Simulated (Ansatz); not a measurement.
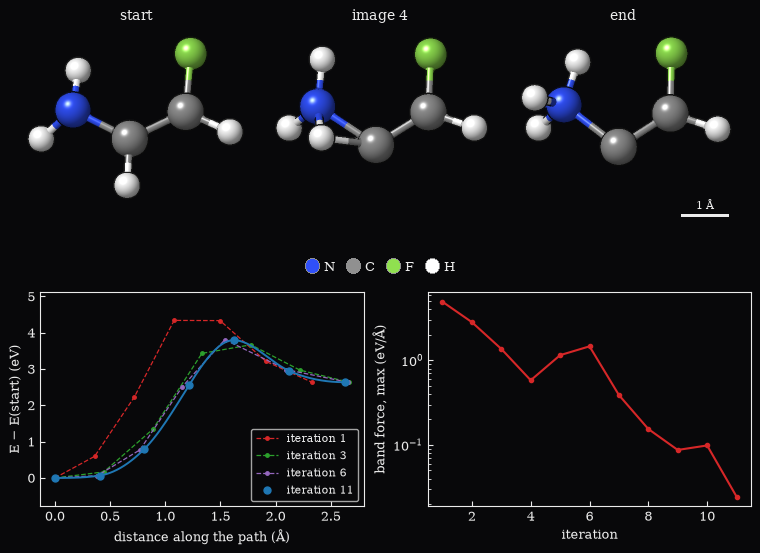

NEB run on C₂H₄FN. Images are numbered from 0 (start) to 6 (end). The plot follows the band through its iterations. A ball-and-stick model, seen at a tilt.

These are results of Ansatz, RKS PBE0-D4/6-31G*, not measurements. Set-up: 5 movable images; climbing image; force threshold 0.05 eV/Å; iteration limit 60; starting path through a guess of the saddle point.

### Judge this run.

The result is final at these settings. The band converged in 11 iterations. The largest component of the band force went from 4.9 to 0.025 eV/Å. The climbing image converged on the top of the path. Its vibrational analysis gives one imaginary mode (1659i cm⁻¹), as a transition state must have. The first iteration put the highest image at 4.34 eV. The highest point, image 4, lies 3.80 eV above the start and 1.16 eV above the end; the end is at +2.64 eV relative to the start.

Cost: 2.5 min on 1 thread of Intel(R) Xeon(R) Platinum 8259CL CPU @ 2.50GHz (Skylake/Cascade Lake) (shared host), peak memory 0.14 GiB.
